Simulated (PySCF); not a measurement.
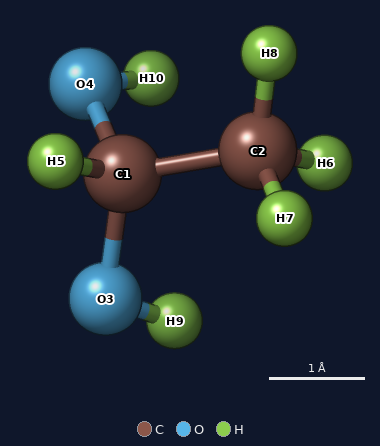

Figure 1. The structure as given in the input (ball-and-stick view, seen at a tilt; atoms are numbered from 1 in the order of the input). Bond lengths as drawn: C–C 1.52 Å, C–H 1.10 to 1.11 Å, C–O 1.40 Å and H–O 0.96 Å.

## C2H6O2: NMR shielding calculation

The run: NMR shielding calculation of C2H6O2, SMILES CC(O)O. Method and program: GIAO PBE0/pcSseg-2 NMR shielding, non-relativistic, gas phase (PySCF 2.14.0).

The geometry comes from this level: PBE0-D3(BJ)/def2-SVP. Figures and captions count atoms from 1; the log counts them from 0 in places.

Input file:
```
{"job": {"kind": "nmr", "xc": "PBE0", "basis": "pcSseg-2"}, "charge": 0, "multiplicity": 1}
C     -0.385527     0.113584     0.500639
C      0.966695     0.147290    -0.188633
O     -0.821867    -1.196247     0.703199
O     -1.319713     0.905250    -0.169494
H     -0.312429     0.550515     1.509012
H      0.886273    -0.292429    -1.200212
H      1.710039    -0.435390     0.373613
H      1.328025     1.179448    -0.298053
H     -0.712562    -1.686624    -0.119957
H     -1.289433     0.685557    -1.108095
```

The first line tells a small driver script what to run in PySCF; the rest is the geometry in Å.

Launched with:
```bash
OMP_NUM_THREADS=1 python <driver script> task.json out
```

The program's output:
```
coarse grid: 8064 points
cycle   1  E = -229.9834538242  dE =  4.449e-01  |g| = 8.579e-01  |ddm| = 1.943e+00
cycle   2  E = -229.8570123628  dE =  1.264e-01  |g| = 1.213e+00  |ddm| = 1.435e+00
cycle   3  E = -230.1142990489  dE = -2.573e-01  |g| = 8.083e-02  |ddm| = 9.121e-01
cycle   4  E = -230.1154323372  dE = -1.133e-03  |g| = 3.174e-02  |ddm| = 6.293e-02
cycle   5  E = -230.1156681654  dE = -2.358e-04  |g| = 5.029e-03  |ddm| = 2.238e-02
cycle   6  E = -230.1156729259  dE = -4.761e-06  |g| = 7.595e-04  |ddm| = 4.551e-03
final grid: 77064 points
cycle   7  E = -230.1101989799  dE = -8.454e-05  |g| = 8.789e-03  |ddm| = 3.369e-02
cycle   8  E = -230.1101868315  dE =  1.215e-05  |g| = 1.199e-02  |ddm| = 1.035e-02
cycle   9  E = -230.1102137209  dE = -2.689e-05  |g| = 7.741e-04  |ddm| = 6.319e-03
cycle  10  E = -230.1102138138  dE = -9.292e-08  |g| = 3.164e-04  |ddm| = 6.525e-04
cycle  11  E = -230.1102138350  dE = -2.119e-08  |g| = 3.347e-05  |ddm| = 2.240e-04
cycle  12  E = -230.1102138352  dE = -1.958e-10  |g| = 8.207e-06  |ddm| = 2.858e-05
```

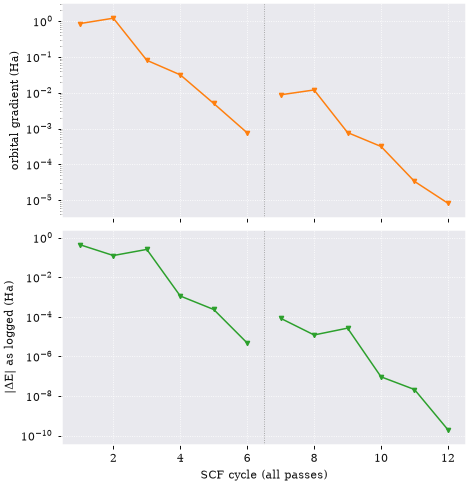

Figure 2. Convergence of the self-consistent field: orbital gradient and size of the energy change against the SCF cycle. The dotted line marks the change from a coarse to the final integration grid. The first 6 cycles use a coarse grid, the final grid takes over at cycle 7, and the field converges after 12 cycles in all.

```
converged SCF energy = -230.1102138352

GIAO shielding tensors (ppm)
atom      isotropic    diamagn.    paramagn.     s11        s22        s33       span
  0 C       90.215     236.848    -146.633     59.205    100.869    110.571     51.367
  1 C      153.546     244.892     -91.346    135.183    139.684    185.770     50.587
  2 O      214.323     383.805    -169.482    173.252    207.637    262.081     88.829
  3 O      214.124     383.801    -169.677    172.180    208.829    261.361     89.181
  4 H       26.395      28.465      -2.070     23.576     25.546     30.061      6.485
  5 H       30.728      31.819      -1.092     28.801     29.221     34.161      5.361
  6 H       29.673      29.927      -0.253     26.206     27.424     35.391      9.185
  7 H       29.671      29.917      -0.245     26.204     27.416     35.394      9.190
  8 H       30.716      32.541      -1.825     24.709     28.344     39.094     14.385
  9 H       30.744      32.530      -1.786     24.755     28.358     39.118     14.363
```

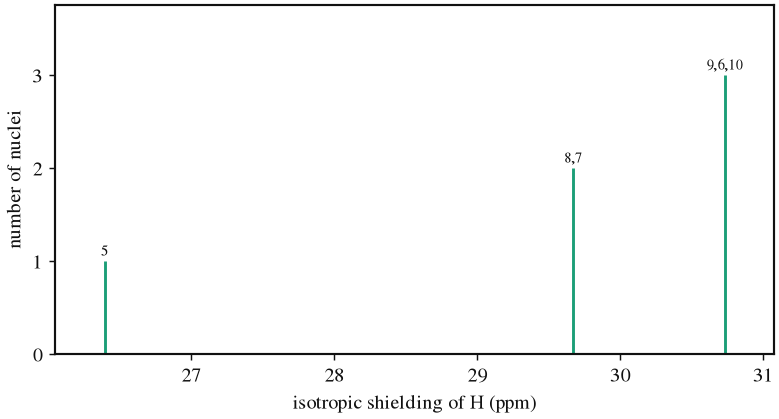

Figure 3. Isotropic shieldings of the hydrogen nuclei in this fixed geometry, labelled by atom number; shielding grows to the right, so chemical shift grows to the left. The least shielded is H5 (26.4 ppm), the most shielded H10 (30.7 ppm).

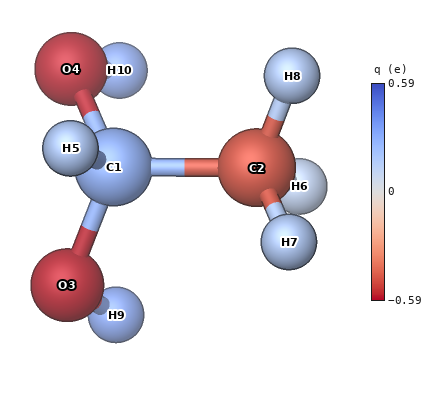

Figure 4. IAO charges, as the colour of each atom (ball-and-stick view, seen at a tilt; atoms are numbered from 1 in the order of the input). By element: C −0.46 to +0.29, O −0.56 and H +0.13 to +0.35 e.

Results in brief:

| quantity | value |
| --- | --- |
| outcome | converged |
| total energy | −230.110214 hartree |
| HOMO | −8.39 eV |
| LUMO | 0.19 eV |
| dipole moment | 2.79 D |
| isotropic shielding, C | 90.2 to 153.5 ppm |
| isotropic shielding, O | 214.1 to 214.3 ppm |
| isotropic shielding, H | 26.4 to 30.7 ppm |
| hardware | 1 CPU thread, shared host |
| wall time | 21 s |
| peak memory | 0.81 GiB |
